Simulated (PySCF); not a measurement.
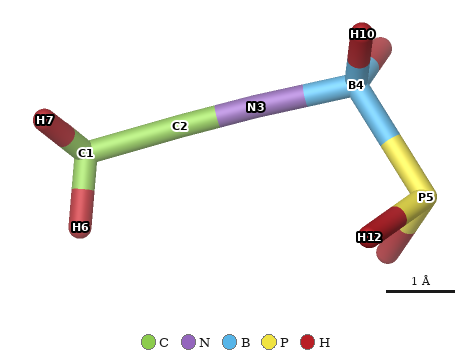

The input geometry (stick view, seen on its broad side; atoms are numbered from 1 in the order of the input). Bond lengths as drawn: B–H 1.22 Å, B–N 1.52 Å, B–P 1.98 Å, C–C 1.45 Å, C–H 1.10 Å, C–N 1.15 Å and H–P 1.43 Å.

# Run report: C2H7BNP, NMR shielding calculation

C2H7BNP, SMILES CC#[N+][BH2-]P, computed with GIAO wB97X-D/pcSseg-2 NMR shielding, non-relativistic, gas phase (PySCF 2.14.0).

The geometry comes from this level: PBE0-D3(BJ)/def2-SVP. Figures and captions count atoms from 1; the log counts them from 0 in places.

Log:
```
coarse grid: 10288 points
cycle   1  E = -501.2924796837  dE =  4.650e-01  |g| = 4.549e-01  |ddm| = 2.319e+00
cycle   2  E = -501.2607574692  dE =  3.172e-02  |g| = 6.912e-01  |ddm| = 8.506e-01
cycle   3  E = -501.3611562003  dE = -1.004e-01  |g| = 6.645e-02  |ddm| = 4.152e-01
cycle   4  E = -501.3621885215  dE = -1.032e-03  |g| = 3.843e-02  |ddm| = 1.484e-01
cycle   5  E = -501.3625350828  dE = -3.466e-04  |g| = 5.114e-03  |ddm| = 3.302e-02
cycle   6  E = -501.3625453713  dE = -1.029e-05  |g| = 1.283e-03  |ddm| = 1.223e-02
cycle   7  E = -501.3625462343  dE = -8.630e-07  |g| = 4.513e-04  |ddm| = 5.456e-03
final grid: 94152 points
cycle   8  E = -501.3760050248  dE = -1.877e-04  |g| = 6.398e-03  |ddm| = 6.722e-02
cycle   9  E = -501.3760049871  dE =  3.773e-08  |g| = 6.939e-03  |ddm| = 9.891e-03
cycle  10  E = -501.3760135230  dE = -8.536e-06  |g| = 1.726e-03  |ddm| = 4.292e-03
cycle  11  E = -501.3760141549  dE = -6.319e-07  |g| = 4.699e-04  |ddm| = 1.382e-03
cycle  12  E = -501.3760142222  dE = -6.729e-08  |g| = 6.053e-05  |ddm| = 5.631e-04
cycle  13  E = -501.3760142247  dE = -2.488e-09  |g| = 2.624e-05  |ddm| = 1.992e-04
cycle  14  E = -501.3760142250  dE = -3.163e-10  |g| = 6.331e-06  |ddm| = 5.750e-05
```

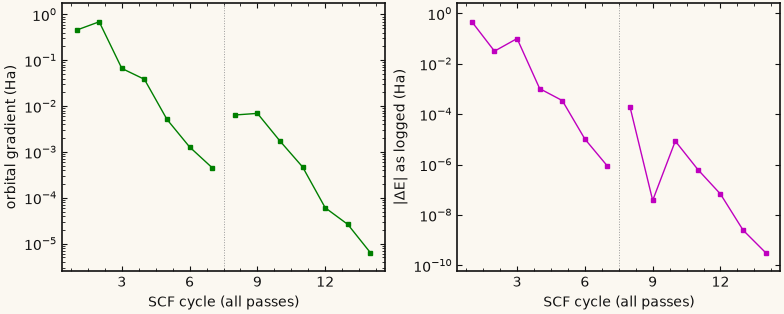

Convergence of the self-consistent field: orbital gradient and size of the energy change against the SCF cycle. The dotted line marks the change from a coarse to the final integration grid. The first 7 cycles use a coarse grid, the final grid takes over at cycle 8, and the field converges after 14 cycles in all.

```
converged SCF energy = -501.3760142250

GIAO shielding tensors (ppm)
atom      isotropic    diamagn.    paramagn.     s11        s22        s33       span
  0 C      182.092     240.606     -58.515    173.410    174.923    197.942     24.531
  1 C       61.909     271.419    -209.510    -30.504    -22.646    238.878    269.382
  2 N       25.083     344.211    -319.128   -147.323   -120.263    342.836    490.159
  3 B      132.102     187.166     -55.064    115.963    127.734    152.610     36.647
  4 P      508.614     965.962    -457.349    434.394    532.008    559.439    125.045
  5 H       29.144      28.770       0.374     24.346     27.483     35.603     11.256
  6 H       29.196      27.156       2.039     24.480     27.007     36.100     11.620
  7 H       29.196      27.222       1.974     24.481     27.005     36.101     11.620
  8 H       29.082      28.304       0.777     25.247     29.639     32.359      7.112
  9 H       29.083      28.241       0.842     25.265     29.628     32.358      7.093
 10 H       29.773      31.870      -2.097     26.485     27.663     35.171      8.685
 11 H       29.760      31.800      -2.039     26.469     27.641     35.170      8.701
```

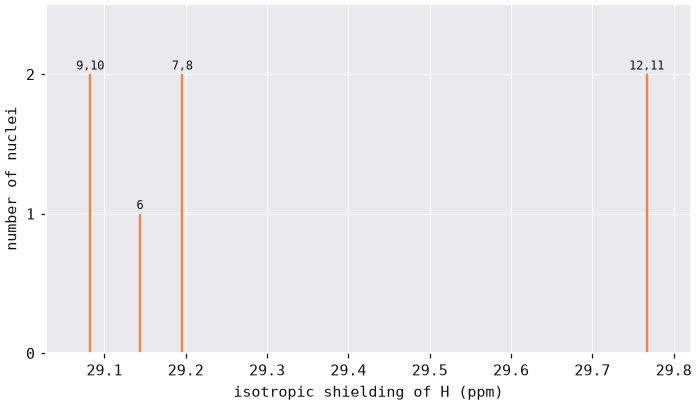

Isotropic shieldings of the hydrogen nuclei in this fixed geometry, labelled by atom number; shielding grows to the right, so chemical shift grows to the left. The least shielded is H9 (29.1 ppm), the most shielded H11 (29.8 ppm).

This output came from the following input.

Input:
```
{"job": {"kind": "nmr", "xc": "wB97X-D", "basis": "pcSseg-2", "pop": false}, "charge": 0, "multiplicity": 1}
C      2.372795     0.493050    -0.058316
C      1.041466     0.021946     0.250993
N     -0.028819    -0.339498     0.477106
B     -1.462607    -0.787794     0.727957
P     -2.673288     0.022818    -0.605683
H      2.342253     1.155760    -0.936165
H      2.782135     1.050133     0.797048
H      3.031944    -0.359925    -0.276064
H     -1.474093    -2.004082     0.624151
H     -1.759538    -0.410465     1.850295
H     -1.915182    -0.246982    -1.791400
H     -2.216531     1.378958    -0.528067
```

The first line tells a small driver script what to run in PySCF; the rest is the geometry in Å.

Run as:
```bash
OMP_NUM_THREADS=1 python <driver script> task.json out
```

Results in brief:

- outcome: converged
- total energy: −501.376014 hartree
- HOMO: −7.96 eV
- LUMO: 0.95 eV
- dipole moment: 8.62 D
- isotropic shielding, C: 61.9 to 182.1 ppm
- isotropic shielding, N: 25.1 ppm
- isotropic shielding, B: 132.1 ppm
- isotropic shielding, P: 508.6 ppm
- isotropic shielding, H: 29.1 to 29.8 ppm
- hardware: 1 CPU thread, shared host
- wall time: 82 s
- peak memory: 1.2 GiB
